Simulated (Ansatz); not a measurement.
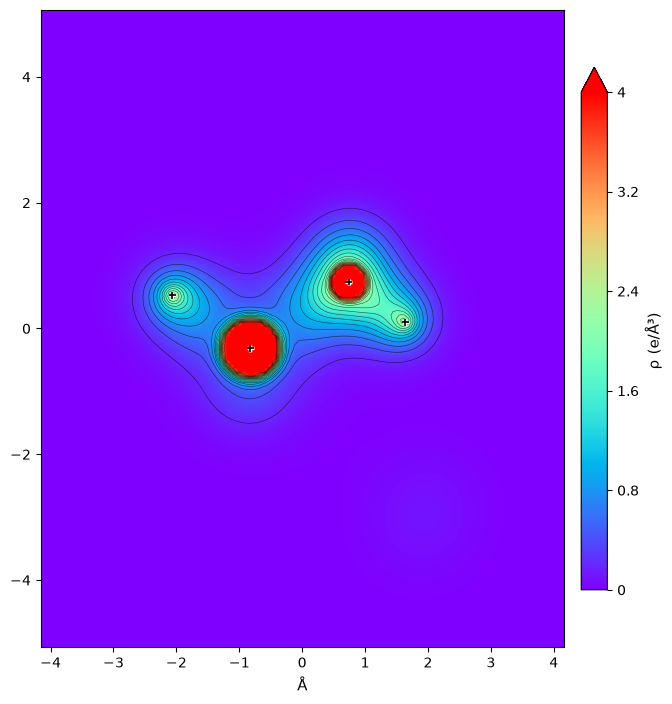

The total electron density on a plane through atoms (crosses mark nuclei in the plane).

The calculation used RKS PBE/def2-SVP in Ansatz.

Candidates:
A. CH$_{6}$Si···HBr
B. BClH$_{2}$

Which candidate gave the map?

Candidate A: CH$_{6}$Si···HBr on the plane of atoms C2, Si1 and H6, which holds Si, C and H. C–Si (1.89 Å): ρ at the midpoint is about 0.92 e/Å³. C–H (1.11 Å): ρ is about 1.8 e/Å³ halfway.
